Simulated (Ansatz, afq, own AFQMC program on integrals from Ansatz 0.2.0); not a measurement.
# CHGe (doublet): quantum Monte Carlo beside coupled cluster at distance Ge1–C2 = 3.891 Å, cc-pVDZ, part 2 of 2

Ansatz 0.2.0, Gaussian basis, and an in-house AFQMC program (afq) on its integrals; all values are calculated; cc-pVDZ, frozen cores. The steps go on from the part before.

### Step 11. Phaseless AFQMC, single-determinant trial on UHF

It reads the integrals that the CCSD(T) run on this determinant wrote.

Launch:

```console
$ afq ham --method phaseless --trial hf --walkers 120 --populations 1 --least-time 40 --time-step 0.005 --steps-per-block 20 --equilibration-blocks 160 --max-blocks 600 --target-error 0.00216 --factor-cut 1e-05 --start spin_pure --seed 4598 --taylor-order 6
```

Log:

```text
orbitals 31  electrons 5 4  factors 206 of 504
reference energy -2113.54929976 Eh
CCSD correlation -0.15541627 Eh in 18 cycles, weight of the determinant in the CISD state 0.8926
energy of the start -2113.549719 Eh
 block  time / (1/Eh)  mean weight  energy / Eh
     1     0.100  1.0002  -2113.572508
     2     0.200  1.0008  -2113.593507
     3     0.300  1.0013  -2113.611278
     4     0.400  1.0003  -2113.616603
     5     0.500  0.9999  -2113.626878
     6     0.600  0.9992  -2113.635573
     7     0.700  1.0011  -2113.649217
     8     0.800  1.0024  -2113.655656
     9     0.900  1.0000  -2113.663039
    10     1.000  1.0012  -2113.661645
    15     1.500  1.0009  -2113.676575
    29     2.900  0.9997  -2113.701029
    43     4.300  1.0019  -2113.706660
    57     5.700  1.0014  -2113.714144
    71     7.100  0.9997  -2113.694638
    85     8.500  1.0022  -2113.708916
    99     9.900  1.0000  -2113.705437
   113    11.300  0.9993  -2113.714200
   127    12.700  0.9987  -2113.692660
   141    14.100  1.0008  -2113.693156
   155    15.500  1.0007  -2113.695373
   169    16.900  1.0009  -2113.712011
   183    18.300  1.0007  -2113.704304
   197    19.700  0.9991  -2113.702168
   211    21.100  1.0007  -2113.683836
   225    22.500  1.0006  -2113.707250
   239    23.900  1.0001  -2113.730907
   253    25.300  0.9988  -2113.718415
   267    26.700  1.0018  -2113.710319
   281    28.100  1.0013  -2113.702742
   295    29.500  1.0015  -2113.700943
   309    30.900  0.9998  -2113.696972
   323    32.300  0.9996  -2113.712732
   337    33.700  0.9994  -2113.705448
   351    35.100  1.0014  -2113.693521
   365    36.500  0.9987  -2113.691380
   379    37.900  0.9989  -2113.690154
   393    39.300  0.9995  -2113.693767
   407    40.700  1.0000  -2113.706209
   421    42.100  1.0003  -2113.691007
   435    43.500  0.9996  -2113.694580
   449    44.900  0.9997  -2113.711349
   463    46.300  0.9992  -2113.718723
   477    47.700  1.0014  -2113.737712
   491    49.100  1.0009  -2113.710718
   505    50.500  0.9999  -2113.709750
   519    51.900  1.0019  -2113.704867
   533    53.300  0.9996  -2113.700586
   547    54.700  1.0020  -2113.687542
blocks merged  error / Eh  count
     1  0.000609  400
     2  0.000822  200
     4  0.001102  100
     8  0.001428  50
    16  0.001679  25
    32  0.001743  12
energy -2113.703255 +/- 0.001679 Eh
```

Wall time 1.8 min (1 thread of Arm Neoverse V2, shared host).

Energy -57516.7957 ± 0.0457 eV. Caveats: constraint bias not in the error.

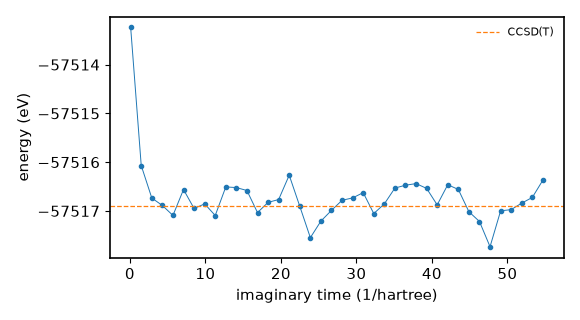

Block energies along the walk.

### Step 12. Phaseless AFQMC, CISD trial on UHF (settings varied)

It reads the integrals that the CCSD(T) run on this determinant wrote.

Launch:

```console
$ afq ham --method phaseless --trial cisd --walkers 160 --populations 1 --least-time 40 --time-step 0.02 --steps-per-block 10 --equilibration-blocks 15 --max-blocks 100 --target-error 0.00144 --factor-cut 1e-05 --start determinant --seed 6048 --release-times 0.2,0.4 --release-step 0.05 --release-every 5 --taylor-order 6
```

Log:

```text
orbitals 31  electrons 5 4  factors 206 of 504
reference energy -2113.54929976 Eh
CCSD correlation -0.15541627 Eh in 18 cycles, weight of the determinant in the CISD state 0.8926
energy of the start -2113.704716 Eh
 block  time / (1/Eh)  mean weight  energy / Eh
     1     0.200  1.0007  -2113.703016
     2     0.400  0.9980  -2113.702974
     3     0.600  1.0003  -2113.703495
     4     0.800  0.9970  -2113.704286
     5     1.000  0.9980  -2113.704591
     6     1.200  1.0001  -2113.704935
     7     1.400  0.9989  -2113.705488
     8     1.600  0.9997  -2113.706017
     9     1.800  0.9982  -2113.705791
    10     2.000  0.9938  -2113.705834
    11     2.200  1.0017  -2113.706146
    13     2.600  0.9991  -2113.706449
    15     3.000  0.9981  -2113.707326
    17     3.400  0.9997  -2113.706634
    19     3.800  1.0002  -2113.707294
    21     4.200  0.9985  -2113.707585
    23     4.600  0.9971  -2113.707209
    25     5.000  0.9996  -2113.708211
    27     5.400  0.9941  -2113.707182
    29     5.800  1.0021  -2113.706617
    31     6.200  1.0026  -2113.707201
    33     6.600  1.0024  -2113.706659
    35     7.000  0.9965  -2113.706356
    37     7.400  1.0005  -2113.707850
    39     7.800  1.0058  -2113.706511
    41     8.200  0.9965  -2113.706525
    43     8.600  0.9979  -2113.705892
    45     9.000  1.0033  -2113.705745
    47     9.400  0.9953  -2113.706640
    49     9.800  0.9997  -2113.705669
    51    10.200  1.0016  -2113.705453
    53    10.600  0.9995  -2113.706342
    55    11.000  0.9974  -2113.706128
    57    11.400  0.9960  -2113.705803
    59    11.800  0.9976  -2113.706871
    61    12.200  1.0050  -2113.707136
    63    12.600  0.9982  -2113.706765
    65    13.000  1.0001  -2113.707042
    67    13.400  0.9973  -2113.707296
    69    13.800  0.9980  -2113.706489
    71    14.200  0.9993  -2113.705229
    73    14.600  0.9972  -2113.706617
    75    15.000  1.0013  -2113.705737
    77    15.400  1.0041  -2113.706721
    79    15.800  0.9981  -2113.706451
    81    16.200  1.0019  -2113.709315
    83    16.600  0.9973  -2113.707499
    85    17.000  1.0013  -2113.706542
    87    17.400  0.9947  -2113.709332
    89    17.800  0.9982  -2113.707537
    91    18.200  0.9997  -2113.707856
    93    18.600  1.0044  -2113.706715
    95    19.000  0.9975  -2113.707238
    97    19.400  1.0048  -2113.705993
    99    19.800  1.0002  -2113.707696
   101    20.200  1.0013  -2113.706754
   103    20.600  1.0000  -2113.707096
   105    21.000  1.0011  -2113.707021
   107    21.400  1.0018  -2113.708333
   109    21.800  1.0017  -2113.705757
   111    22.200  1.0041  -2113.706570
   113    22.600  1.0002  -2113.706357
   115    23.000  1.0004  -2113.706062
blocks merged  error / Eh  count
     1  0.000089  100
     2  0.000112  50
     4  0.000133  25
     8  0.000187  12
released: time / (1/Eh)  energy / Eh  error  mean overlap
  0.20  -2113.706985  0.000120  1.0092
  0.40  -2113.707260  0.000129  1.0121
energy -2113.706883 +/- 0.000133 Eh
```

Run time: 62 s. Hardware: 1 thread of Arm Neoverse V2, shared host.

Energy -57516.8944 ± 0.0036 eV. The run doesn't count as converged. Caveats: constraint bias not in the error; error not settled. The error still grows with block length (0.0030 to 0.0051 eV), so the bar may be too small.

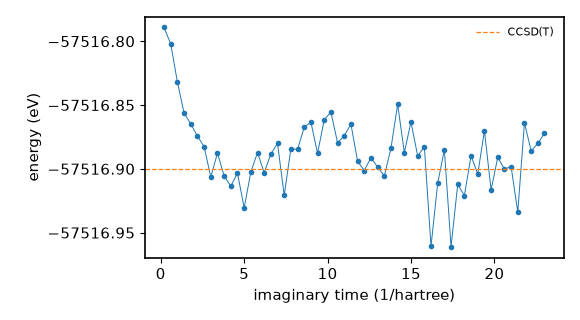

Block energies along the walk.

### Step 13. CCSD(T) on ROHF

File in.yaml:

```yaml
crystal:
  periodic: [false, false, false]
  atoms:
    - {symbol: Ge, position_ang: [0.000000, 0.000000, 0.783230]}
    - {symbol: C, position_ang: [0.000000, 0.000000, -3.107770]}
    - {symbol: H, position_ang: [0.000000, 0.000000, 2.324541]}
basis:
  gaussian: {orbitals: cc-pVDZ}
magnetization: {spin_polarized: false, initial_magnetization: 1}
correlation: {method: ccsd_t, electrons: outside_noble_gas, hamiltonian_folder: ham}
```

Launch:

```console
$ ansatz run in.yaml --threads 1 --pin off --events-out ev --progress --plain --max-ram 1382MiB
```

Log, cut to the lines that bear on the results:

```text
Functional definition: HF
  name "HF"
  cite "Fock, Z. Phys. 61, 126 (1930) doi:10.1007/BF01340294"
  parent pbe
[...]
504 factors; integrals over basis functions are off by at most 1.3e-3 eV
[...]
mean field -57510.05973316 eV, -2113.4557134750 hartree, gradient 9.5e-8 eV, S^2 0.750000; 25 other end points of the search recorded, 0 dependent functions left out
[...]
determinant -57510.05973316 eV, -2113.4557134750 hartree, with singles and doubles -57515.11827707 eV, -2113.6416115350 hartree
determinant -57510.03162227 eV, -2113.4546804188 hartree, with singles and doubles -57515.09829648 eV, -2113.6408772620 hartree
determinant -57509.95619439 eV, -2113.4519084953 hartree, with singles and doubles -57515.05326991 eV, -2113.6392225660 hartree
determinant -57508.12699729 eV, -2113.3846867419 hartree, with singles and doubles -57515.34432868 eV, -2113.6499187784 hartree
[...]
determinant -57507.74037342 eV, -2113.3704785767 hartree, with singles and doubles -57515.29978956 eV, -2113.6482819958 hartree
determinant -57507.74037342 eV, -2113.3704785767 hartree, with singles and doubles -57516.81817270 eV, -2113.7040815470 hartree
unrestricted determinant -57512.60634558 eV, -2113.5492997553 hartree, S^2 1.7681
15 core orbitals not correlated: weight in the atoms' cores, before any rotation towards them, 1.000 or more for the frozen orbitals, at most 0.000 for the correlated occupied ones
reference -57508.12699729 eV, -2113.3846867419 hartree; 5, 4 occupied and 26, 27 virtual orbitals, 504 factors
second order -6.01337134 eV of doubles, -0.08372913 eV of singles
cycle   1  -8.69279596 eV  change    1.8e-6 eV  update   9.1e-6
[...]
cycle   3  -8.69279252 eV  change    2.2e-6 eV  update   1.5e-6
perturbative correction -0.16858142 eV, -0.0061952528 hartree
WARN: the results are in doubt because among natural orbitals the method converges to other amplitudes
Total energy: -57516.98837123 eV, -2113.7103362277 hartree
In doubt: among natural orbitals the method converges to other amplitudes
```

It took 24 s on 1 thread of Arm Neoverse V2, shared host.

From the report: correlation -8.8614 eV; T1 0.326; largest double amplitude 0.11. Mind the lines of doubt at the end of the log.

This run also writes the integrals to the folder ham.

### Step 14. CCSDT(Q) on ROHF

in.yaml, as its differences from that of step 13:

```diff
@@ -9,2 +9,2 @@
 magnetization: {spin_polarized: false, initial_magnetization: 1}
-correlation: {method: ccsd_t, electrons: outside_noble_gas, hamiltonian_folder: ham}
+correlation: {method: ccsdt_q, electrons: outside_noble_gas}
```

The command is unchanged.

Log, cut to the lines that bear on the results:

```text
Functional definition: HF
  name "HF"
  cite "Fock, Z. Phys. 61, 126 (1930) doi:10.1007/BF01340294"
  parent pbe
[...]
846 factors; integrals over basis functions are off by at most 1.3e-7 eV
[...]
mean field -57510.05981417 eV, -2113.4557164521 hartree, gradient 2.4e-6 eV, S^2 0.750000; 25 other end points of the search recorded, 0 dependent functions left out
[...]
determinant -57510.05981417 eV, -2113.4557164521 hartree, with singles and doubles -57515.11836124 eV, -2113.6416146280 hartree
determinant -57510.03170682 eV, -2113.4546835259 hartree, with singles and doubles -57515.09839149 eV, -2113.6408807533 hartree
determinant -57509.95626870 eV, -2113.4519112263 hartree, with singles and doubles -57515.05331639 eV, -2113.6392242740 hartree
determinant -57508.12704849 eV, -2113.3846886233 hartree, with singles and doubles -57515.34440464 eV, -2113.6499215697 hartree
[...]
determinant -57507.74043370 eV, -2113.3704807920 hartree, with singles and doubles -57515.29987209 eV, -2113.6482850287 hartree
determinant -57507.74043370 eV, -2113.3704807920 hartree, with singles and doubles -57516.81826225 eV, -2113.7040848381 hartree
unrestricted determinant -57512.60641472 eV, -2113.5493022962 hartree, S^2 1.7681
15 core orbitals not correlated: weight in the atoms' cores, before any rotation towards them, 1.000 or more for the frozen orbitals, at most 0.000 for the correlated occupied ones
reference -57508.12704849 eV, -2113.3846886233 hartree; 5, 4 occupied and 26, 27 virtual orbitals, 846 factors
second order -6.01345838 eV of doubles, -0.08372884 eV of singles
cycle   1  -8.69283457 eV  change    3.2e-6 eV  update   3.1e-2
[...]
cycle  65  -8.78777799 eV  change   -2.3e-7 eV  update   3.3e-7
perturbative correction -0.00608127 eV, -0.0002234824 hartree
WARN: the results are in doubt because among natural orbitals the method converges to other amplitudes
Total energy: -57516.92090774 eV, -2113.7078569904 hartree
In doubt: among natural orbitals the method converges to other amplitudes
```

It took 58 s on 1 thread of Arm Neoverse V2, shared host; peak memory 0.42 GiB.

From the report: correlation -8.7939 eV; T1 0.298; largest double amplitude 0.16. The program marks this result as in doubt; its last lines say why.

### Step 15. Phaseless AFQMC, CISD trial on ROHF

It reads the integrals that the CCSD(T) run on this determinant wrote.

Launch:

```console
$ afq ham --method phaseless --trial cisd --walkers 60 --populations 1 --least-time 40 --time-step 0.005 --steps-per-block 50 --equilibration-blocks 40 --max-blocks 300 --target-error 0.00072 --factor-cut 1e-05 --start spin_pure --seed 5274 --release-times 0.24,0.51,0.99,1.62,2.4 --release-step 0.03 --release-every 4 --taylor-order 6
```

Log:

```text
orbitals 31  electrons 5 4  factors 206 of 504
reference energy -2113.38468674 Eh
CCSD correlation -0.31945369 Eh in 41 cycles, weight of the determinant in the CISD state 0.2503
energy of the start -2113.704140 Eh
 block  time / (1/Eh)  mean weight  energy / Eh
     1     0.250  0.9981  -2113.693667
     2     0.500  0.9999  -2113.691360
     3     0.750  0.9999  -2113.690282
     4     1.000  0.9995  -2113.691978
     5     1.250  0.9983  -2113.692710
     6     1.500  1.0011  -2113.697217
     7     1.750  0.9998  -2113.695484
     8     2.000  1.0008  -2113.699246
     9     2.250  1.0009  -2113.699403
    10     2.500  0.9996  -2113.700572
    17     4.250  0.9992  -2113.707903
    25     6.250  0.9979  -2113.696699
    33     8.250  0.9992  -2113.692440
    41    10.250  1.0009  -2113.707149
    49    12.250  0.9989  -2113.720533
    57    14.250  1.0010  -2113.738143
    65    16.250  0.9991  -2113.705934
    73    18.250  0.9999  -2113.720307
    81    20.250  1.0015  -2113.728474
    89    22.250  0.9964  -2113.679580
    97    24.250  0.9988  -2113.700127
   105    26.250  1.0019  -2113.681894
   113    28.250  1.0007  -2113.724670
   121    30.250  1.0007  -2113.702055
   129    32.250  0.9960  -2113.717676
   137    34.250  1.0014  -2113.697936
   145    36.250  0.9991  -2113.712671
   153    38.250  1.0000  -2113.671871
   161    40.250  0.9987  -2113.685980
   169    42.250  1.0008  -2113.701271
   177    44.250  0.9985  -2113.694564
   185    46.250  1.0020  -2113.674098
   193    48.250  0.9960  -2113.667163
   201    50.250  1.0015  -2113.710652
   209    52.250  0.9998  -2113.674233
   217    54.250  0.9992  -2113.693603
   225    56.250  1.0004  -2113.709147
   233    58.250  0.9988  -2113.692034
   241    60.250  0.9995  -2113.710094
   249    62.250  0.9998  -2113.697720
   257    64.250  0.9993  -2113.744622
   265    66.250  1.0023  -2113.700110
   273    68.250  0.9999  -2113.688500
   281    70.250  0.9984  -2113.670042
   289    72.250  0.9997  -2113.725070
   297    74.250  0.9996  -2113.701138
   305    76.250  1.0010  -2113.744046
   313    78.250  0.9994  -2113.705473
   321    80.250  0.9990  -2113.702226
   329    82.250  1.0013  -2113.696554
   337    84.250  1.0024  -2113.718810
blocks merged  error / Eh  count
     1  0.001097  300
     2  0.001320  150
     4  0.001579  75
     8  0.001947  37
    16  0.002561  18
    32  0.002810  9
released: time / (1/Eh)  energy / Eh  error  mean overlap
  0.24  -2113.700544  0.002602  0.9950
  0.51  -2113.700066  0.002260  0.9937
  0.99  -2113.705493  0.002963  0.9983
  1.62  -2113.711165  0.002572  0.9715
  2.40  -2113.707407  0.004384  0.9586
energy -2113.702773 +/- 0.002561 Eh
```

It took 3.9 min on 1 thread of Arm Neoverse V2, shared host.

Energy -57516.7826 ± 0.0697 eV. The run doesn't count as converged. Caveats: constraint bias not in the error; error not settled; error above the target; other amplitudes.

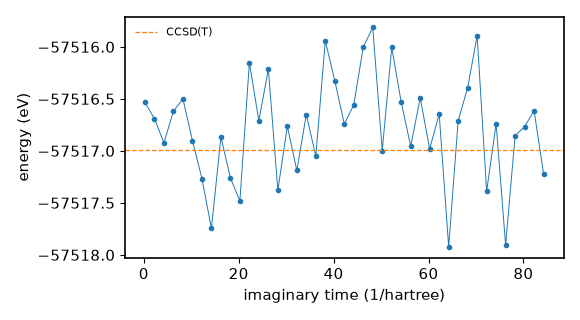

Block energies along the walk.

### Step 16. Phaseless AFQMC, single-determinant trial on ROHF

It reads the integrals that the CCSD(T) run on this determinant wrote.

Launch:

```console
$ afq ham --method phaseless --trial hf --walkers 120 --populations 1 --least-time 40 --time-step 0.005 --steps-per-block 20 --equilibration-blocks 160 --max-blocks 600 --target-error 0.00216 --factor-cut 1e-05 --start spin_pure --seed 4598 --taylor-order 6
```

Log:

```text
orbitals 31  electrons 5 4  factors 206 of 504
reference energy -2113.38468674 Eh
CCSD correlation -0.31945369 Eh in 41 cycles, weight of the determinant in the CISD state 0.2503
energy of the start -2113.384688 Eh
 block  time / (1/Eh)  mean weight  energy / Eh
     1     0.100  1.0002  -2113.413196
     2     0.200  1.0014  -2113.438833
     3     0.300  1.0013  -2113.460614
     4     0.400  1.0004  -2113.468571
     5     0.500  0.9999  -2113.481345
     6     0.600  0.9993  -2113.495115
     7     0.700  1.0013  -2113.513924
     8     0.800  1.0031  -2113.526467
     9     0.900  1.0013  -2113.589971
    10     1.000  1.0018  -2113.559490
    20     2.000  0.9996  -2113.586329
    39     3.900  1.0008  -2113.614199
    58     5.800  0.9992  -2113.592352
    77     7.700  0.9979  -2113.632243
    96     9.600  1.0022  -2113.608913
   115    11.500  0.9990  -2113.591343
   134    13.400  0.9991  -2113.605724
   153    15.300  1.0007  -2113.605514
   172    17.200  0.9998  -2113.596961
   191    19.100  1.0010  -2113.632834
   210    21.000  1.0011  -2113.599888
   229    22.900  1.0006  -2113.675112
   248    24.800  1.0009  -2113.633766
   267    26.700  1.0024  -2113.595922
   286    28.600  0.9988  -2113.638717
   305    30.500  0.9988  -2113.625505
   324    32.400  1.0008  -2113.622678
   343    34.300  0.9989  -2113.616825
   362    36.200  1.0014  -2113.626211
   381    38.100  1.0000  -2113.593022
   400    40.000  1.0006  -2113.606931
   419    41.900  1.0000  -2113.618056
   438    43.800  0.9989  -2113.594985
   457    45.700  0.9940  -2113.584962
   476    47.600  1.0023  -2113.578121
   495    49.500  0.9968  -2113.587613
   514    51.400  1.0007  -2113.615672
   533    53.300  1.0004  -2113.665111
   552    55.200  1.0002  -2113.628853
   571    57.100  0.9956  -2113.682340
   590    59.000  1.0002  -2113.604785
   609    60.900  1.0000  -2113.605422
   628    62.800  0.9993  -2113.583131
   647    64.700  1.0014  -2113.566419
   666    66.600  0.9999  -2113.648300
   685    68.500  0.9998  -2113.615270
   704    70.400  0.9988  -2113.630678
   723    72.300  1.0016  -2113.592060
   742    74.200  1.0013  -2113.583681
blocks merged  error / Eh  count
     1  0.001135  600
     2  0.001473  300
     4  0.001867  150
     8  0.002343  75
    16  0.002802  37
    32  0.003531  18
    64  0.003284  9
energy -2113.618748 +/- 0.003531 Eh
```

It took 2.7 min on 1 thread of Arm Neoverse V2, shared host.

Energy -57514.4961 ± 0.0961 eV. The run doesn't count as converged. Caveats: constraint bias not in the error; error not settled; error above the target; other amplitudes.

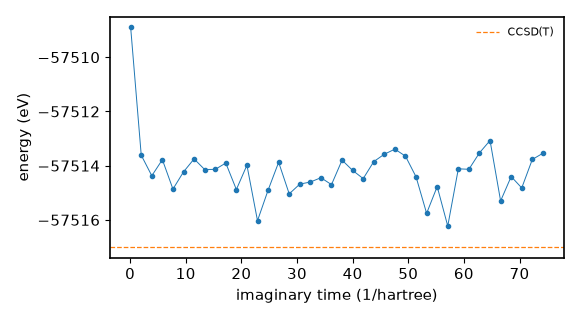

Block energies along the walk.

### Step 17. All levels side by side

On the UHF determinant, counted from CCSDT(Q) (a yardstick, not exact):

```
                                                             level  energy (eV)  from CCSDT(Q) (kcal/mol)  statistical error (kcal/mol)     time
                                                                HF  -57512.6063                    +99.54                                       
                                                               MP2  -57515.6809                    +28.64                                       
                                                              CCSD  -57516.8354                     +2.02                                       
                                                           CCSD(T)  -57516.9004                     +0.52                                       
                                                          CCSDT(Q)  -57516.9230                      0.00                                       
               Phaseless AFQMC, CISD trial, step 0.005, 60 walkers  -57516.9220                     +0.02                          0.21  2.1 min
Phaseless AFQMC, single-determinant trial, step 0.005, 120 walkers  -57516.7957                     +2.94                          1.05  1.8 min
```

The functionals' totals stand on their own zeros and serve differences with other points: PBE -57551.220 eV; r2SCAN -57560.455 eV; PBE0 -57552.962 eV; B3LYP -57562.966 eV; wB97M-V -57558.054 eV; B2PLYP -57549.238 eV.

### Step 18. Summary of results

The summary covers parts 1 to 2.

| quantity | value |
| --- | --- |
| CCSD(T) on UHF from CCSDT(Q) | +0.52 kcal/mol |
| Phaseless AFQMC, CISD trial on UHF from CCSDT(Q) | +0.02 ± 0.21 kcal/mol |
| Phaseless AFQMC, single-determinant trial on UHF from CCSDT(Q) | +2.94 ± 1.05 kcal/mol |

On UHF the phaseless walk with the CISD trial lies +0.02 kcal/mol from CCSDT(Q), within three error bars. Error bars are statistical and leave out the constraint, the time step and what remains of the start.
